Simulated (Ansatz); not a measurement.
# CClF3 (SMILES FC(F)(F)Cl): CCSD/def2-SVPD

Aim: the electronic atomisation energy of CClF3 at CCSD/def2-SVPD, from 4 runs. 

The results are computed with Ansatz 0.2.0.

54 further runs of the same task are left out: 9 that didn't finish, 45 set aside as unsound or not needed.

## Step 1: The structure to begin with

CClF3: 5 atoms, total charge 0, spin state singlet. SMILES: `FC(F)(F)Cl`. The coordinates come from a PBE0-D4/def2-TZVP relaxation.

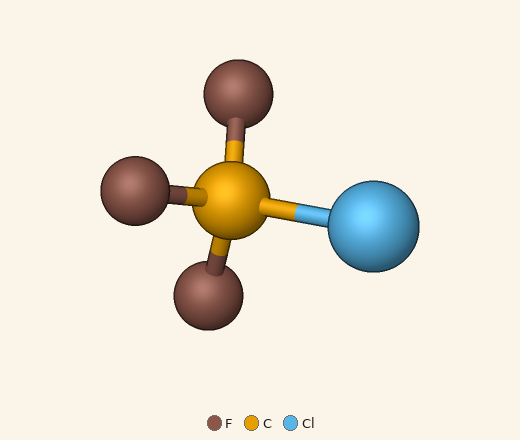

Viewed from a chosen angle; fluorine brown, carbon amber, chlorine blue.

## Step 2: A single-point energy at CCSD/def2-SVPD

Contents of in.yaml:

```yaml
crystal:
  periodic: [false, false, false]
  atoms:
    - {symbol: F, position_ang: [0.213700, 0.019100, 1.326100]}
    - {symbol: C, position_ang: [-0.002200, -0.082500, 0.026100]}
    - {symbol: F, position_ang: [-1.249600, -0.474600, -0.167100]}
    - {symbol: F, position_ang: [0.811700, -0.999000, -0.468500]}
    - {symbol: Cl, position_ang: [0.276300, 1.463300, -0.758000]}
basis:
  gaussian: {orbitals: def2-SVPD}
correlation: {method: ccsd, frozen_orbitals: {C: 1, Cl: 5, F: 1}}
scf: {omitted_lower_state_checks: [cluster_reference, increment]}
accuracy: high
```

On the command line:

```bash
ansatz run in.yaml --threads 1 --pin off --max-ram 3480MiB --events-out events.jsonl --progress --plain --runs-dir runs
```

What it wrote:

```text
Warning: RAYON_NUM_THREADS=1 ignored (pool sized by the plan → 1); use --threads N
Functional definition: HF
  name "HF"
  exchange = exact_x
  correlation = 0
these checks for a lower state are left out or cut short: cluster_reference, increment
2299 factors; integrals over basis functions are off by at most 3.4e-9 eV
mean field evaluation 1: about -21636.7700 eV, gradient 4.7e1 eV
mean field evaluation 2: about -21636.7747 eV, gradient 4.7e1 eV
mean field evaluation 4: about -21640.8988 eV, gradient 2.8e0 eV
mean field evaluation 8: about -21640.9330 eV, gradient 2.2e-4 eV
mean field -21640.93303609 eV, -795.2896203251 hartree, gradient 2.5e-8 eV, S^2 0.000000; 0 other end points of the search recorded, 0 dependent functions left out
9 core orbitals not correlated: weight in the atoms' cores, before any rotation towards them, 1.000 or more for the frozen orbitals, at most 0.000 for the correlated occupied ones
reference -21640.93303609 eV, -795.2896203251 hartree; 16, 16 occupied and 91, 91 virtual orbitals, 2299 factors
second order -23.34265777 eV of doubles, -0.00000000 eV of singles
cycle   1  -23.23207775 eV  change    1.1e-1 eV  update   1.1e-1
cycle   2  -23.74147196 eV  change   -5.1e-1 eV  update   3.0e-2
cycle   3  -23.85313678 eV  change   -1.1e-1 eV  update   1.4e-2
cycle   4  -23.84640395 eV  change    6.7e-3 eV  update   2.6e-3
cycle   5  -23.84411435 eV  change    2.3e-3 eV  update   1.1e-3
cycle   6  -23.84446053 eV  change   -3.5e-4 eV  update   3.2e-4
cycle   7  -23.84440165 eV  change    5.9e-5 eV  update   1.1e-4
cycle   8  -23.84433184 eV  change    7.0e-5 eV  update   3.2e-5
cycle   9  -23.84433562 eV  change   -3.8e-6 eV  update   9.7e-6
cycle  10  -23.84434081 eV  change   -5.2e-6 eV  update   3.4e-6
cycle  11  -23.84433811 eV  change    2.7e-6 eV  update   1.1e-6
cycle  12  -23.84433885 eV  change   -7.4e-7 eV  update   4.4e-7
cycle  13  -23.84433918 eV  change   -3.3e-7 eV  update   1.2e-7
cycle  14  -23.84433921 eV  change   -2.8e-8 eV  update   5.0e-8
cycle  15  -23.84433925 eV  change   -3.6e-8 eV  update   2.6e-8
cycle  16  -23.84433918 eV  change    6.8e-8 eV  update   1.1e-7
cycle  17  -23.84433918 eV  change    3.6e-9 eV  update   2.2e-8
cycle  18  -23.84433918 eV  change   -4.7e-9 eV  update   5.6e-9
cycle  19  -23.84433918 eV  change   4.3e-10 eV  update   1.7e-9
Total energy: -21664.77737527 eV, -796.1658836277 hartree
Checks for a lower state left out: cluster_reference, increment
```

Run time: 41 s. Hardware: 1 thread of Arm Neoverse V1, shared host; peak memory 1.1 GiB.

## Step 3: The C atom at the same level

Contents of in.yaml:

```yaml
crystal:
  periodic: [false, false, false]
  atoms:
    - {symbol: C, position_ang: [0.000000, 0.000000, 0.000000]}
basis:
  gaussian:
    orbitals: def2-SVPD
magnetization:
  spin_polarized: true
  initial_magnetization: 2
correlation:
  method: ccsd
  frozen_orbitals: {C: 1}
accuracy: high
scf:
  omitted_lower_state_checks: [cluster_reference, increment]
```

Run the same way, it converges to -37.72066 Eh (log not shown).

## Step 4: The Cl atom at the same level

Contents of in.yaml:

```yaml
crystal:
  periodic: [false, false, false]
  atoms:
    - {symbol: Cl, position_ang: [0.000000, 0.000000, 0.000000]}
basis:
  gaussian:
    orbitals: def2-SVPD
magnetization:
  spin_polarized: true
  initial_magnetization: 1
correlation:
  method: ccsd
  frozen_orbitals: {Cl: 5}
accuracy: high
scf:
  omitted_lower_state_checks: [cluster_reference, increment]
```

Run the same way, it converges to -459.46331 Eh (log not shown).

## Step 5: The F atom

Contents of run.yaml:

```yaml
crystal:
  periodic: [false, false, false]
  atoms:
    - symbol: F
      position_ang: [0.000000, 0.000000, 0.000000]
basis:
  gaussian:
    orbitals: def2-SVPD
accuracy: high
scf:
  omitted_lower_state_checks: [cluster_reference, increment]
correlation:
  method: ccsd
  frozen_orbitals: {F: 1}
magnetization:
  spin_polarized: true
  initial_magnetization: 1
```

Run the same way, it converges to -99.44764 Eh (log not shown).

## Step 6: Results

Level: CCSD/def2-SVPD, 9 core orbitals frozen.

```
                                             quantity          value
                               molecule: total energy  -796.16588 Eh
molecule: correlation energy (9 core orbitals frozen)     -876.3 mEh
                              molecule: T1 diagnostic          0.013
                                 C atom: total energy   -37.72066 Eh
   C atom: correlation energy (1 core orbital frozen)      -74.4 mEh
            C atom: ⟨S²⟩ of the reference determinant          2.010
                                C atom: T1 diagnostic          0.008
                                Cl atom: total energy  -459.46331 Eh
 Cl atom: correlation energy (5 core orbitals frozen)     -137.1 mEh
           Cl atom: ⟨S²⟩ of the reference determinant          0.757
                               Cl atom: T1 diagnostic          0.007
                                 F atom: total energy   -99.44764 Eh
   F atom: correlation energy (1 core orbital frozen)     -158.0 mEh
            F atom: ⟨S²⟩ of the reference determinant          0.754
                                F atom: T1 diagnostic          0.010
                        electronic atomisation energy      17.388 eV
```

Taking the molecule apart into free atoms costs 17.39 eV (1678 kJ/mol), before zero-point energy and without spin-orbit coupling.
